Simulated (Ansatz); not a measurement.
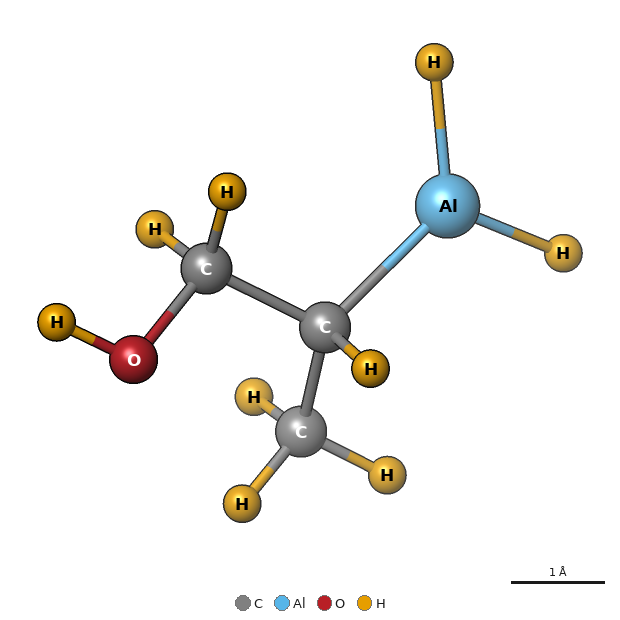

Atoms fade into the background with distance from the viewer. Computed geometry: PBE0-D4/def2-TZVP optimisation. No frequency run is at hand to confirm it as a minimum. Masses are those of the most abundant isotopes; constants are for the rigid equilibrium geometry.

What kind of rotor is it, and what are its rotational constants in MHz?

An asymmetric top (C1): A = 6652, B = 2228, C = 1769 MHz. Ray's parameter κ is −0.81, nearer the prolate limit.
